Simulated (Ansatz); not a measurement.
# BiTe (Fm-3m): Grüneisen parameters

Aim: how the phonons of BiTe (Fm-3m) shift with volume, and the thermal expansion that follows.

Calculated with Ansatz 0.2.0; DFT PBEsol, scalar-relativistic, plane waves, PAW; PAW set soft_1.

## 1. Set-up

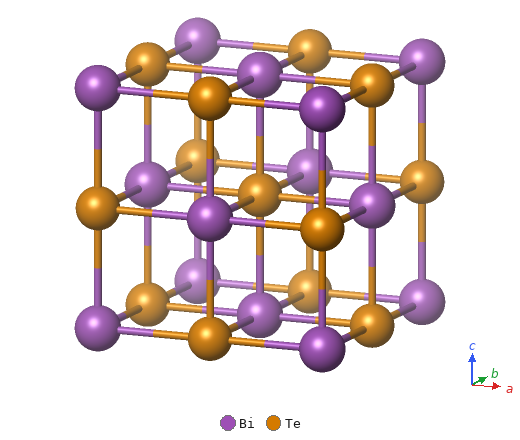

Start, viewed slightly off an axis; bismuth purple, tellurium orange. This picture shows the conventional cell, with its axes. Some periodic images of atoms are drawn too.

## 2. The dispersion

The cell comes from relaxations at this level that are not shown. Stability and thermal properties need the whole zone. Linear response on a 4×4×4 q mesh gives force constants as far as a supercell of that size would.

input.yaml reads:

```yaml
crystal:
  lattice:
    - [0.0, 3.1971893407, 3.1971893407]
    - [3.1971893407, 0.0, 3.1971893407]
    - [3.1971893407, 3.1971893407, 0.0]
  atoms:
    - { symbol: Bi, position: [0.0, 0.0, 0.0] }
    - { symbol: Te, position: [0.5, 0.5, 0.5] }
kpoints:
  mp_grid: { grid: [12, 12, 12] }
hamiltonian:
  xc: pbesol
  pseudopotentials: { kind: paw, azcp: { folder: soft_1 }, xc_functional: pbe }
scf:
  occupations: { method: methfessel_paxton, width: 0.2 }
output:
  eigenvalues: true
phonons:
  method: dfpt
  qmesh: [4, 4, 4]
  temperatures: { t_max: 1000, t_step: 50 }
  qpath:
    path:
      - [[0.0, 0.0, 0.0], [0.5, 0.0, 0.5], [0.625, 0.25, 0.625]]
      - [[0.375, 0.375, 0.75], [0.0, 0.0, 0.0], [0.5, 0.5, 0.5], [0.5, 0.25, 0.75], [0.5, 0.0, 0.5]]
    npoints: 10
```

On the command line:

```console
> ansatz run input.yaml --threads 4 --pin off --max-ram 10240MiB --backend cpu --events-out ev --progress --plain --runs-dir out
```

Numbers of over 12 decimals in the logs are rounded to 6 here.

What it wrote:

```text
Engine: ansatz 0.2.0, aarch64-unknown-linux-gnu
Pseudopotentials: kind: paw
Pseudopotential: Bi, paw, valence charge 15, recommended cutoff 420 eV (normal), soft_1/Bi.paw.azcp
Pseudopotential: Te, paw, valence charge 16, recommended cutoff 420 eV (normal), soft_1/Te.paw.azcp
Functional definition: PBEsol
  exchange = pbesol_x
  correlation = pbesol_c
Crystal: 2 atoms, lattice volume = 65.363 Å³
Basis set: ecut = 420 eV, 1243 PW (Γ), exchange–correlation on 64×64×64 points (8 copies of the dense FFT grid, shifted against one another)
Bands: 20, of which v1, the nominal top of the filled ones, is band 16 counted from 1 (15 counted from 0)
Symmetry: 48 space group operations
k-points: 72 of 1728
Non-local potential: Bi, projectors of the file, l = 0: 2, l = 1: 2, l = 2: 2, l = 3: 1
Non-local potential: Te, projectors of the file, l = 0: 2, l = 1: 2, l = 2: 2, l = 3: 1
PAW form: soft (Blöchl's): semilocal exchange-correlation on the pseudo side does not see the compensation charge
PAW frozen core: Bi, regenerated for the run's functional, and the local potential with it (the file was generated under x = pbe(κ = 0.804, μ = 0.219515), c = pbe(β = 0.066725))
PAW frozen core: Te, regenerated for the run's functional, and the local potential with it (the file was generated under x = pbe(κ = 0.804, μ = 0.219515), c = pbe(β = 0.066725))
PAW one-centre angular grid: Bi, 590 points (default); XC on 64 Gauss nodes
PAW one-centre angular grid: Te, 590 points (default); XC on 64 Gauss nodes
Initial density: superposition of atomic densities (chi_scale 0.1, normalization cell, long waves kept (reshape's long-wave potential 0.00 eV rms))
Initial wavefunctions: pseudopotential atomic-orbital guess
Functional: x = pbesol(κ = 0.804, μ = 0.123457), c = pbesol(β = 0.046)
SCF iter   1: F=—  HF=-19146.234622 eV  |F-HF|=—  |Δ(HF+E_count)|=         —  Δρ=9.38e-3  dr2=5.33e-2  ethr=3.10e-3  ⟨swp⟩=6.7  Hψ=7625  notcnv=0
preconditioner: auto → Kerker (q_TF=auto, 2.409 Å⁻¹)  [metal: Δε(μ)=0.054 eV  Ē_g=9.606 eV  σ=0.200 eV  W_gap=0.23  n_scr=14 (ndim 8)  ℏωp=15.2 eV  f_vac=0.000  D(μ)=1.21/eV (n_scr^D=8)]
SCF iter   2: F=—  HF=-19146.229247 eV  |F-HF|=—  |Δ(HF+E_count)|=   5.37e-3  S|Δr|=    0.00e0  Δρ=6.17e-3  dr2=2.43e-2  ethr=1.72e-4  ⟨swp⟩=1.1  Hψ=2047  notcnv=0
SCF iter   3: F=—  HF=-19146.226618 eV  |F-HF|=—  |Δ(HF+E_count)|=   2.63e-3  S|Δr|=    0.00e0  Δρ=7.64e-4  dr2=3.67e-4  ethr=7.83e-5  ⟨swp⟩=2.8  Hψ=2535  notcnv=0
SCF iter   4: F=—  HF=-19146.226710 eV  |F-HF|=—  |Δ(HF+E_count)|=   9.22e-5  S|Δr|=    0.00e0  Δρ=2.76e-4  dr2=6.84e-5  ethr=1.18e-6  ⟨swp⟩=2.0  Hψ=2013  notcnv=0
SCF iter   5: F=—  HF=-19146.226743 eV  |F-HF|=—  |Δ(HF+E_count)|=   3.34e-5  S|Δr|=    0.00e0  Δρ=1.27e-4  dr2=1.94e-5  ethr=2.21e-7  ⟨swp⟩=2.2  Hψ=2157  notcnv=0
SCF iter   6: F=—  HF=-19146.226753 eV  |F-HF|=—  |Δ(HF+E_count)|=   9.62e-6  S|Δr|=    0.00e0  Δρ=2.94e-5  dr2=8.55e-7  ethr=6.25e-8  ⟨swp⟩=2.0  Hψ=1757  notcnv=0
SCF iter   7: F=—  HF=-19146.226756 eV  |F-HF|=—  |Δ(HF+E_count)|=   2.95e-6  S|Δr|=    0.00e0  Δρ=5.35e-6  dr2=2.45e-8  ethr=2.76e-9  ⟨swp⟩=2.0  Hψ=1874  notcnv=0
SCF iter   8: F=—  HF=-19146.226756 eV  |F-HF|=—  |Δ(HF+E_count)|=   8.07e-9  S|Δr|=    0.00e0  Δρ=1.19e-6  dr2=8.23e-10  ethr=7.90e-11  ⟨swp⟩=2.0  Hψ=2174  notcnv=0
SCF iter   9: F=—  HF=-19146.226756 eV  |F-HF|=—  |Δ(HF+E_count)|=  2.55e-10  S|Δr|=    0.00e0  Δρ=2.50e-7  dr2=3.75e-11  ethr=2.65e-12  ⟨swp⟩=2.1  Hψ=2422  notcnv=0
SCF iter  10: F=-19146.226756 eV  HF=-19146.226756 eV  |F-HF|=3.64e-12  |Δ(HF+E_count)|=  1.82e-11  S|Δr|=    0.00e0  Δρ=6.05e-8  dr2=1.96e-12  ethr=1.00e-12  ⟨swp⟩=9.0  Hψ=8065  notcnv=0
SCF 1 converged in 10 iterations: F = -19146.226756 eV  dr2 = 1.96e-12
  greatest PAW one-centre occupation: 0.998 electrons in one spin orbital (limit 2), on the Te atom at site 1 (counted from 0), in its partial waves of l = 2
phonons: the bands overlap, so this run is a metal and interpolates without the dipole-dipole term. If the crystal is really an insulator or semiconductor, its LO-TO splitting is missing
NSCF: frozen V_eff on 72 k-points
WARN: eigensolver did not converge in 20 slots of this pass, the one above among them; of largest residual over every band (k=42): 1 band(s) unlocked (lowest unlocked band 19, counted from 0; max residual 2.88e-4 eV among the unlocked bands, 2.88e-4 eV over every band); of lowest unlocked band (k=11): band 19
NSCF: frozen V_eff on 163 k-points
DFPT response loops at q = (0, 0, 0) (fractional): preconditioner auto → Kerker (q_TF=auto, 2.409 Å⁻¹) (partly filled bands, converged f_vac=0.005); β = 1.00, the filter's whole step (`scf.mixing.beta` (0.50) is not read by the response loops under this deck's `scf.mixing.preconditioner`; to damp them name `kerker` or `kerker_dos`, under which they read `scf.mixing.beta`, and type it under 1.00, their step now; both keys bind the ground state too); Broyden in place of MSR1
NSCF: frozen V_eff on 1872 k-points
DFPT response loops at q = (0, 0, 0.25) (fractional): mixed as the last ones told, above
NSCF: frozen V_eff on 952 k-points
DFPT response loops at q = (0, 0, -0.5) (fractional): mixed as the last ones told, above
NSCF: frozen V_eff on 1020 k-points
DFPT response loops at q = (0, 0.25, 0.25) (fractional): mixed as the last ones told, above
NSCF: frozen V_eff on 3456 k-points
DFPT response loops at q = (0, 0.25, -0.5) (fractional): mixed as the last ones told, above
NSCF: frozen V_eff on 1872 k-points
DFPT response loops at q = (0, 0.25, -0.25) (fractional): mixed as the last ones told, above
NSCF: frozen V_eff on 560 k-points
DFPT response loops at q = (0, -0.5, -0.5) (fractional): mixed as the last ones told, above
NSCF: frozen V_eff on 1020 k-points
DFPT response loops at q = (0.25, -0.5, -0.25) (fractional): mixed as the last ones told, above
SCF converged after 10 iterations
Stability not checked: this state was not tested for a lower state beside it, because cold or Methfessel-Paxton smearing, or corrected tetrahedra, fill the levels in a way that the test cannot read (fill_not_monotonic; see scf.lower_state_search)
Free energy (F): -19146.226756 eV
Harris-Foulkes:  -19146.226756 eV  (|F-HF|=3.64e-12)
Internal energy: -19146.229288 eV  (E = F + TS)
E sigma→0 (E₀):  -19146.227389 eV
Entropy (-TS):   0.002532 eV (1.266 meV/atom)
Fermi energy:    10.194783 eV
--- Per-component energies (eV) ---
  E_band       = -352.331090
  E_kinetic    = 425.947242
  E_local      = -2875.880009  (includes V_loc(G=0)·N_el)
  E_nonlocal   = 478.068383
  E_hartree    = 1270.765282
  E_xc         = -272.678227
  E_vxc        = -233.666036  (∫ρ·V_xc dr)
  E_paw        = -15100.854891  (= ΣΔE_a)
  E_vpaw       = -688.331480  (= ΣTr[D̂ρ^β])
  E_aug_tail   = 0.000293  (compensation charges beyond the density's cutoff)
  E_ewald      = -3072.061967
  E_core_change = 0.464606  (= ΣΔE_core)
  E_smearing   = 0.002532  (= −TS)
  E_closure    = -0.000000  (closes the sum)
  Σ components = -19146.226756   (vs F -19146.226756, Δ=0.00e0)
--- Band table (eV; the first three rows and the last of 72) ---
  k-point 0: bands = [... 12 lower, 7.5859, 7.5859, 7.5859, 12.4397, 12.4397, 12.4397, 14.8173, 14.8173]
  k-point 1: bands = [... 12 lower, 7.6062, 7.6062, 7.6623, 12.1082, 12.1694, 12.1694, 14.6887, 14.9480]
  k-point 2: bands = [... 12 lower, 7.6701, 7.6701, 7.8472, 11.4135, 11.5556, 11.5556, 14.6470, 15.3259]
  k-point 71: bands = [... 12 lower, 5.0195, 5.0195, 8.6187, 9.9460, 14.2509, 14.2509, 15.3793, 15.3793]
--- Phonons (Γ-DFPT): 2 representative perturbations + reference (Σ response iterations 6) ---
  ASR residual: 5.818e-5 → 0.000e0 eV/Å²; symmetrization residual: 2.923e-5 eV/Å²
  ASR residual per site (eV/Å²): 9.59e-6 5.82e-5
  Γ frequencies (cm⁻¹): 0.00 0.00 0.00 98.53 98.53 98.53
--- Phonons (arbitrary-q DFPT): 8 irreducible q on the 4×4×4 mesh ---
  q = [0.0000, 0.0000, 0.0000] (star 1, of the zone-centre solve; hermiticity 2.07e-5, symmetrization 3.83e-12): -0.00 -0.00 -0.00 98.53 98.53 98.53
  q = [0.0000, 0.0000, 0.2500] (star 8, 2 solved perturbations on 936 of 1728 k-point pairs; hermiticity 5.37e-5, symmetrization 1.11e-11): 42.84 42.84 53.51 73.79 73.79 103.98
  q = [0.0000, 0.0000, -0.5000] (star 4, 2 solved perturbations on 476 of 1728 k-point pairs; hermiticity 1.02e-9, symmetrization 7.58e-10): 66.44 66.44 88.98 93.57 93.57 111.40
  q = [0.0000, 0.2500, 0.2500] (star 6, 4 solved perturbations in 1608 linear systems a pass and spin channel, the states on 510 of 1728 k-point pairs; hermiticity 4.18e-5, symmetrization 7.99e-13): 11.19 11.19 73.22 89.11 89.11 99.85
  q = [0.0000, 0.2500, -0.5000] (star 24, 4 solved perturbations in 5328 linear systems a pass and spin channel, the states on 1728 of 1728 k-point pairs; hermiticity 4.30e-5, symmetrization 2.08e-9): 48.72 51.37 59.77 77.73 81.22 94.73
  q = [0.0000, 0.2500, -0.2500] (star 12, 4 solved perturbations in 2892 linear systems a pass and spin channel, the states on 936 of 1728 k-point pairs; hermiticity 5.68e-5, symmetrization 3.26e-12): 12.07 65.48 72.36 81.84 91.50 103.67
  q = [0.0000, -0.5000, -0.5000] (star 3, 4 solved perturbations in 886 linear systems a pass and spin channel, the states on 280 of 1728 k-point pairs; hermiticity 3.14e-5, symmetrization 3.95e-10): -22.87 -22.87 31.31 65.57 65.57 72.17
  q = [0.2500, -0.5000, -0.2500] (star 6, 4 solved perturbations in 1544 linear systems a pass and spin channel, the states on 510 of 1728 k-point pairs; hermiticity 1.25e-5, symmetrization 4.84e-10): 25.80 25.80 71.80 71.80 75.41 96.37
  sum rule: each row above includes the acoustic sum rule's correction from the zone centre's row sums; it moved no ω² by more than (0.35 cm⁻¹)²
  mesh force constants: q→R imaginary residual 2.85e-18; ASR residual 5.818e-5 → 0.000e0 eV/Å²; symmetrization residual 2.220e-15 eV/Å²
  interpolated dispersion: 62 rows × 6 modes
  density of states and harmonic sums: on the 20×20×20 q-mesh, interpolated from the force constants of a 4×4×4 supercell (no non-analytic term)
  largest difference from the sums on the solved wave vectors: F 6.12e-4 eV, S 2.79e-6 and C_V 1.72e-6 eV/K
  zero-point energy: 0.024956 eV/cell   skipped modes (ω ≤ 0): 52, of them read as no rigid motion or as one in doubt: 49 (1.208e-1 modes/cell left out, lowest -22.87 cm⁻¹)   left out of the sums: 2.02e-2 of the cell's modes: C_V's classical limit lies that fraction below 3 k_B per atom; for a crystal, a wire or a layer, F and S can be off by more, and a phonons.interpolated_qmesh denser along its periods is the remedy for the sampling
```

The job ended after 8.1 min (4 threads of Arm Neoverse V1, shared host; peak memory 4.8 GiB).

Numbers from this step:

| Property | Result |
| --- | --- |
| volume per atom | 32.68 Å³ |
| gap on the k-mesh | 0 eV |
| sum-rule residual before enforcement | 5.82e-5 eV/Å² |
| lowest frequency on the path | -22.87 cm⁻¹ |
| point group | m-3m |
| highest frequency on the path or at a solved wavevector | 111.4 cm⁻¹ |
| highest optical mode at the zone centre (no LO-TO term) | 98.53 cm⁻¹ |
| lowest optical zone-centre mode | 98.53 cm⁻¹ |
| lowest mode on the q mesh (acoustic modes at Γ apart) | -22.87 cm⁻¹ |

Frequencies (cm⁻¹) solved at each irreducible wavevector; negative means imaginary. Frequencies by wavevector, by row:

| q in reciprocal lattice units | star | mode 1 | mode 2 | mode 3 | mode 4 | mode 5 | mode 6 |
| --- | --- | --- | --- | --- | --- | --- | --- |
| 0 0 0 | 1 | 0 | 0 | 0 | 98.5 | 98.5 | 98.5 |
| 0 0 0.25 | 8 | 42.8 | 42.8 | 53.5 | 73.8 | 73.8 | 104 |
| 0 0 -0.5 | 4 | 66.4 | 66.4 | 89 | 93.6 | 93.6 | 111.4 |
| 0 0.25 0.25 | 6 | 11.2 | 11.2 | 73.2 | 89.1 | 89.1 | 99.8 |
| 0 0.25 -0.5 | 24 | 48.7 | 51.4 | 59.8 | 77.7 | 81.2 | 94.7 |
| 0 0.25 -0.25 | 12 | 12.1 | 65.5 | 72.4 | 81.8 | 91.5 | 103.7 |
| 0 -0.5 -0.5 | 3 | -22.9 | -22.9 | 31.3 | 65.6 | 65.6 | 72.2 |
| 0.25 -0.5 -0.25 | 6 | 25.8 | 25.8 | 71.8 | 71.8 | 75.4 | 96.4 |

Symmetry leaves 8 wavevectors to solve. The lowest mode among them, the acoustic zeros apart, lies at q = (0, -0.5, -0.5) and is imaginary, 22.9i cm⁻¹, so the energy falls along it.

## 3. Relaxing at another volume, volume ratio 0.97

The volume is scaled by 0.97 and held; symmetry leaves nothing to relax, so this is a single point. The modes can then be followed against volume.

input.yaml, the sections that differ from step 2:

```yaml
crystal:
  lattice:
    - [0.0, 3.1648922907, 3.1648922907]
    - [3.1648922907, 0.0, 3.1648922907]
    - [3.1648922907, 3.1648922907, 0.0]
  atoms:
    - { symbol: Bi, position: [0.0, 0.0, 0.0] }
    - { symbol: Te, position: [0.5, 0.5, 0.5] }
output:
  forces: true
  stress: true
  eigenvalues: true
# kpoints, hamiltonian, scf: as in step 2
# phonons: removed
```

What it wrote:

```text
[...]
Crystal: 2 atoms, lattice volume = 63.403 Å³
Basis set: ecut = 420 eV, 1243 PW (Γ), exchange–correlation on 60×60×60 points (8 copies of the dense FFT grid, shifted against one another)
Bands: 20, of which v1, the nominal top of the filled ones, is band 16 counted from 1 (15 counted from 0)
Symmetry: 48 space group operations
[...]
k-points: 72 of 1728
[...]
--- Band table (eV; the first three rows and the last of 72) ---
  k-point 0: bands = [... 12 lower, 7.9889, 7.9889, 7.9889, 12.9913, 12.9913, 12.9913, 15.2572, 15.2572]
  k-point 1: bands = [... 12 lower, 8.0096, 8.0096, 8.0786, 12.6504, 12.7064, 12.7064, 15.1203, 15.3914]
  k-point 2: bands = [... 12 lower, 8.0749, 8.0749, 8.2910, 11.9384, 12.0655, 12.0655, 15.0797, 15.7781]
  k-point 71: bands = [... 12 lower, 5.3158, 5.3158, 9.0850, 10.4301, 14.8117, 14.8117, 15.9366, 15.9366]
[key lines of the parts left out:]
SCF converged after 7 iterations
Free energy (F): -19146.216181 eV
Fermi energy:    10.682883 eV
P = ⅓ Tr σ = 1.7718 GPa (17.718 kbar)
```

Wall time 1.5 s (4 threads); peak memory 0.39 GiB.

Numbers from this step:

| Item | Value |
| --- | --- |
| pressure | 1.772 GPa |
| volume per atom | 31.70 Å³ |

The run ends at a pressure of 1.77 GPa.

## 4. Phonons at the other volume, volume ratio 0.97

The phonons are repeated at this volume on the same k and q meshes.

input.yaml: that of step 3 with these lines changed.

```diff
@@ -16,4 +16,11 @@
 output:
-  forces: true
-  stress: true
   eigenvalues: true
+phonons:
+  method: dfpt
+  qmesh: [4, 4, 4]
+  temperatures: { t_max: 1000, t_step: 50 }
+  qpath:
+    path:
+      - [[0.0, 0.0, 0.0], [0.5, 0.0, 0.5], [0.625, 0.25, 0.625]]
+      - [[0.375, 0.375, 0.75], [0.0, 0.0, 0.0], [0.5, 0.5, 0.5], [0.5, 0.25, 0.75], [0.5, 0.0, 0.5]]
+    npoints: 10
```

What it wrote:

```text
[...]
Crystal: 2 atoms, lattice volume = 63.403 Å³
Basis set: ecut = 420 eV, 1243 PW (Γ), exchange–correlation on 60×60×60 points (8 copies of the dense FFT grid, shifted against one another)
Bands: 20, of which v1, the nominal top of the filled ones, is band 16 counted from 1 (15 counted from 0)
Symmetry: 48 space group operations
k-points: 72 of 1728
[...]
SCF iter   1: F=—  HF=-19146.223010 eV  |F-HF|=—  |Δ(HF+E_count)|=         —  Δρ=9.44e-3  dr2=4.94e-2  ethr=3.10e-3  ⟨swp⟩=6.7  Hψ=7645  notcnv=0
[...]
SCF iter  10: F=-19146.216181 eV  HF=-19146.216181 eV  |F-HF|=3.64e-12  |Δ(HF+E_count)|=  3.64e-12  S|Δr|=    0.00e0  Δρ=5.52e-8  dr2=1.65e-12  ethr=1.00e-12  ⟨swp⟩=9.2  Hψ=8144  notcnv=0
SCF 1 converged in 10 iterations: F = -19146.216181 eV  dr2 = 1.65e-12
[...]
NSCF: frozen V_eff on 72 k-points
[...]
SCF converged after 10 iterations
[...]
Free energy (F): -19146.216181 eV
[...]
Internal energy: -19146.218954 eV  (E = F + TS)
E sigma→0 (E₀):  -19146.216874 eV
Entropy (-TS):   0.002774 eV (1.387 meV/atom)
Fermi energy:    10.682969 eV
[...]
--- Band table (eV; the first three rows and the last of 72) ---
  k-point 0: bands = [... 12 lower, 7.9891, 7.9891, 7.9891, 12.9914, 12.9914, 12.9914, 15.2572, 15.2572]
  k-point 1: bands = [... 12 lower, 8.0097, 8.0097, 8.0787, 12.6505, 12.7065, 12.7065, 15.1203, 15.3914]
  k-point 2: bands = [... 12 lower, 8.0751, 8.0751, 8.2911, 11.9385, 12.0655, 12.0655, 15.0798, 15.7782]
  k-point 71: bands = [... 12 lower, 5.3159, 5.3159, 9.0851, 10.4301, 14.8118, 14.8118, 15.9367, 15.9367]
[...]
ASR residual: 1.461e-5 → 0.000e0 eV/Å²; symmetrization residual: 1.963e-5 eV/Å²
  ASR residual per site (eV/Å²): 1.46e-5 9.20e-6
  Γ frequencies (cm⁻¹): 0.00 0.00 0.00 107.86 107.86 107.86
--- Phonons (arbitrary-q DFPT): 8 irreducible q on the 4×4×4 mesh ---
[...]
interpolated dispersion: 62 rows × 6 modes
[...]
```

Elapsed: 7.6 min, on 4 threads; peak memory 4.7 GiB; 30 min of CPU time.

This step gave:

| Item | Value |
| --- | --- |
| sum-rule residual before enforcement | 1.46e-5 eV/Å² |
| lowest frequency on the path | -20.97 cm⁻¹ |
| highest frequency on the path or at a solved wavevector | 117.3 cm⁻¹ |
| highest optical mode at the zone centre (no LO-TO term) | 107.9 cm⁻¹ |
| lowest optical zone-centre mode | 107.9 cm⁻¹ |
| lowest mode on the q mesh (acoustic modes at Γ apart) | -20.97 cm⁻¹ |

Frequencies (cm⁻¹) solved at each irreducible wavevector; negative means imaginary. Frequencies by wavevector, by row:

| q in reciprocal lattice units | star | mode 1 | mode 2 | mode 3 | mode 4 | mode 5 | mode 6 |
| --- | --- | --- | --- | --- | --- | --- | --- |
| 0 0 0 | 1 | 0 | 0 | 0 | 107.9 | 107.9 | 107.9 |
| 0 0 0.25 | 8 | 45.2 | 45.2 | 56 | 83.1 | 83.1 | 112.1 |
| 0 0 -0.5 | 4 | 70.7 | 70.7 | 93 | 99.1 | 99.1 | 117.3 |
| 0 0.25 0.25 | 6 | 6.8 | 6.8 | 78.1 | 98.9 | 98.9 | 105.2 |
| 0 0.25 -0.5 | 24 | 50.7 | 53.7 | 60.9 | 87.1 | 90.7 | 103 |
| 0 0.25 -0.25 | 12 | 9.4 | 70 | 84.6 | 86.3 | 96.9 | 109.6 |
| 0 -0.5 -0.5 | 3 | -21 | -21 | 29.3 | 77.8 | 77.8 | 85 |
| 0.25 -0.5 -0.25 | 6 | 23.8 | 23.8 | 79.7 | 84 | 84 | 102 |

The highest optical mode at the zone centre (no LO-TO term) is 107.9 cm⁻¹, +9.3 cm⁻¹ against the base run.

(Continued in part 2 of 2.)

[Logs are printed without paths, hosts, clocks, repeated set-up lines and the standing remarks that a program may print on its own settings, such as how far it seeks lower states.]

[Hosts, paths, dates, database ids (printed as entryN), source tags and the programs' standing remarks are cut or masked in the printed files.]
